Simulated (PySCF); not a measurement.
```xyz
10

O     1.1971    1.1378   -0.2797
Ge   -0.1940    0.0640   -0.0139
H     2.0315    0.6461   -0.4400
H    -0.0288   -0.7254    1.3036
H    -1.4205    0.9829    0.0608
H    -0.3335   -0.9371   -1.1824
N     3.6430   -0.2240   -0.7595
H     4.1957   -0.2892    0.0909
H     3.5955   -1.1548   -1.1646
H     4.1577    0.3632   -1.4104
```

Geometry: PBE0-D3(BJ)/def2-SVPD.

All numbers below come from wB97M-D3(BJ)/def2-TZVPD, SCF density, gas phase in PySCF 2.14.0.

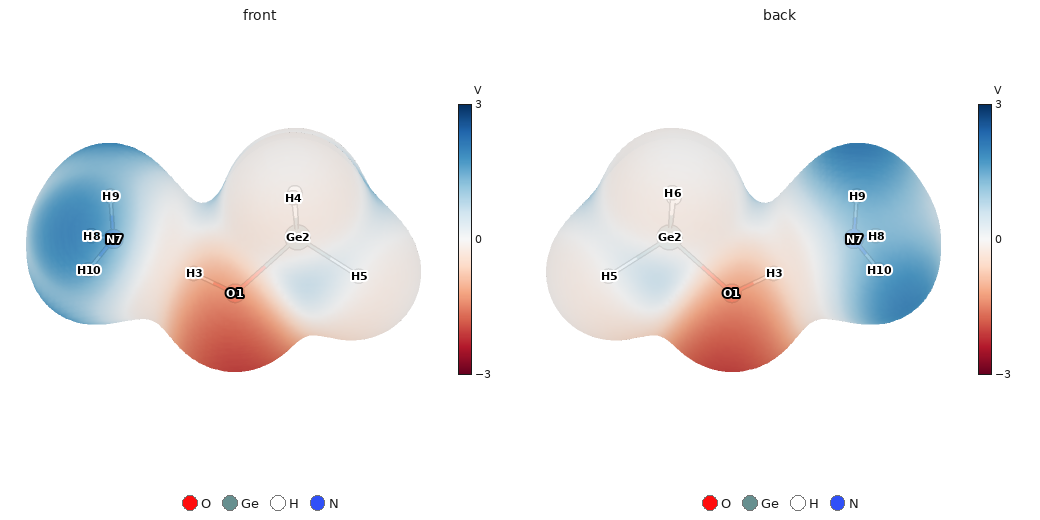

GeH4O···NH3. The electrostatic potential painted on the density surface at 0.002 e/bohr³, seen from the front and from behind; red is negative and blue positive.

**Which sites attract a positive test charge, and which a negative one?**

A positive charge is drawn to the negative regions and a negative charge to the positive ones. The most negative region (about −2.0 V) lies over O1, the most positive (about +2.0 V) over H8, H9 and H10. O1 is the likeliest acceptor of a hydrogen bond.
